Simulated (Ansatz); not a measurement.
Cell and atoms:

```cif
data_structure
_symmetry_space_group_name_H-M 'P 1'
_symmetry_Int_Tables_number 1
_cell_length_a 4.1914
_cell_length_b 4.1914
_cell_length_c 29.9287
_cell_angle_alpha 90.000
_cell_angle_beta 90.000
_cell_angle_gamma 120.000
_cell_volume 455.33
loop_
_atom_site_label
_atom_site_type_symbol
_atom_site_fract_x
_atom_site_fract_y
_atom_site_fract_z
_atom_site_occupancy
Bi1 Bi 0.66667 0.33333 0.73177 1
Bi2 Bi 0.66667 0.33333 0.93490 1
Se1 Se 0.00000 0.00000 0.00000 1
Se2 Se 0.33333 0.66667 0.88238 1
Se3 Se 0.00000 0.00000 0.78429 1
Bi3 Bi 0.33333 0.66667 0.06510 1
Bi4 Bi 0.33333 0.66667 0.26823 1
Se4 Se 0.66667 0.33333 0.33333 1
Se5 Se 0.00000 0.00000 0.21571 1
Se6 Se 0.66667 0.33333 0.11762 1
Bi5 Bi 0.00000 0.00000 0.39844 1
Bi6 Bi 0.00000 0.00000 0.60157 1
Se7 Se 0.33333 0.66667 0.66667 1
Se8 Se 0.66667 0.33333 0.54905 1
Se9 Se 0.33333 0.66667 0.45095 1
```

> Give a crystallographic description of this input.

Chemical formula Bi2Se3. Space group: R-3m (No. 166). Lattice: rhombohedral (trigonal R). One cell contains 6 Bi, 9 Se, 15 atoms in all. Each Bi has six Se in a distorted octahedral arrangement at 2.89 to 3.11 Å. Se takes two kinds of site: 3a with six Bi in a distorted octahedral arrangement at 3.11 Å; 6c with three Bi in a trigonal pyramidal arrangement at 2.89 Å. The bonds build Bi2Se3 layers parallel to (001).

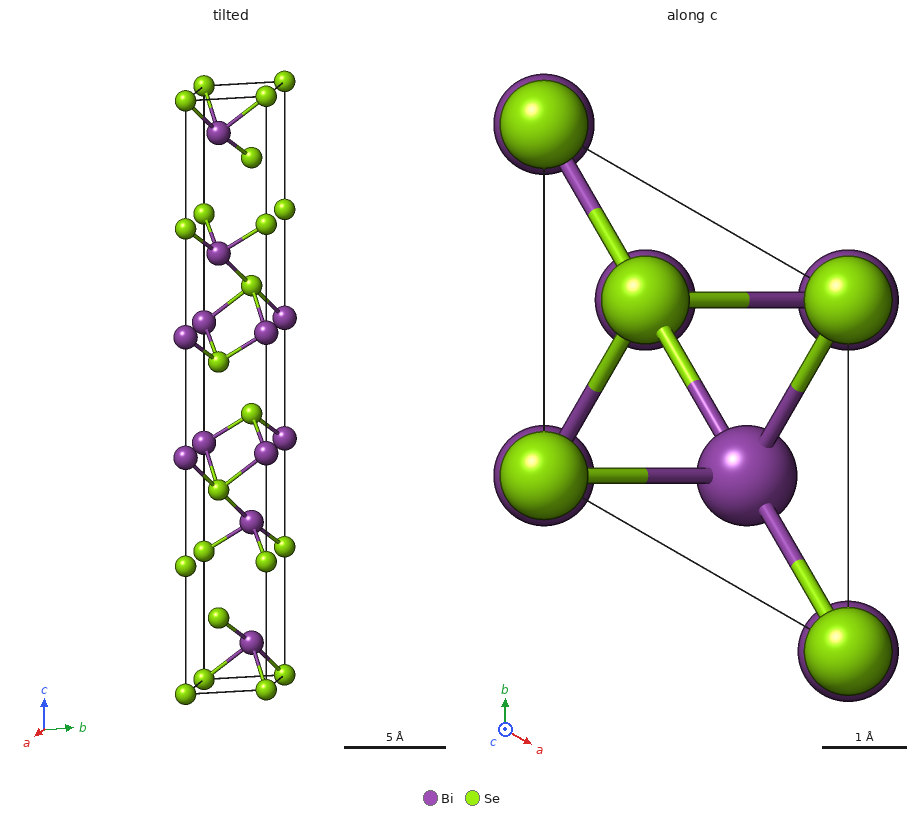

The crystal in a ball-and-stick representation, seen slightly off an axis and along the c axis. Thin lines show the conventional unit cell, with boundary atoms drawn in all their periodic places. Colours: bismuth purple, selenium green.

It goes back to a structure listed in the Materials Project. Earlier steps of the study may have refined or changed the cell and positions. An electronic-structure calculation with Ansatz was run on it.
